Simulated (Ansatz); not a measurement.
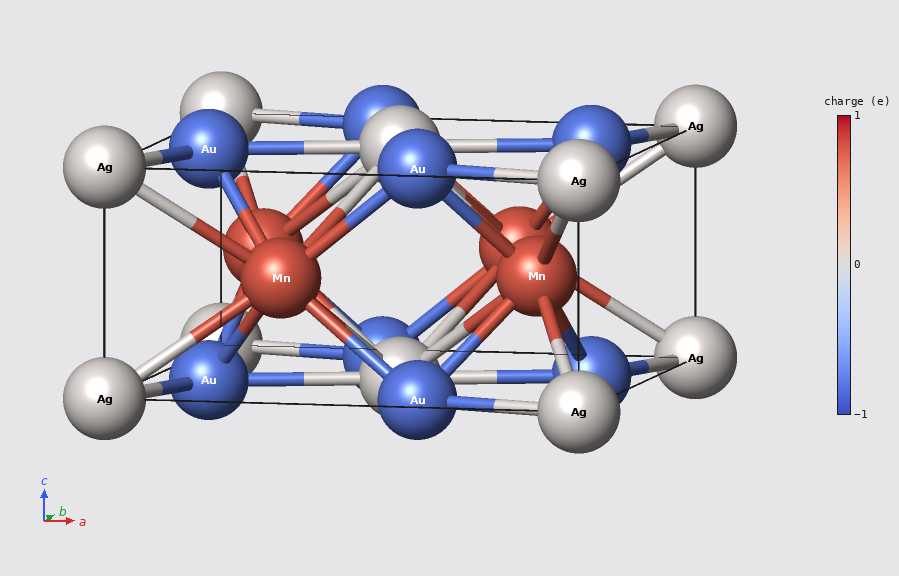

View slightly off an axis, drawn as a ball-and-stick model. The simulation cell is outlined; an atom on or near a face, edge or corner is repeated at each equivalent position. The atoms of this Mn2AgAu2 cell are coloured by their Bader charge.

The calculation: DFT, PAW plane waves, r2SCAN in Ansatz 0.2.0, with a cutoff energy of 500 eV, k-grid 5×5×10, cold smearing of 0.079 eV, no spin polarisation (a spin-restricted run, not always the ground state).

**Give the charges by element.**

Most positive: Mn; most negative: Au. Charges: about Mn +0.8 e; Ag 0.0 e; Au -0.8 e.

Note that this is a generated cell, made by putting these elements into a known structure type (the compound may or may not exist in this form), and that it hasn't been relaxed. A calculation with Ansatz used it as input.

At this level of theory the cell isn't at rest (stretched, at -6 GPa and forces up to 0.8 eV/Å), so its distances can differ from those at equilibrium, the more so the softer the solid.
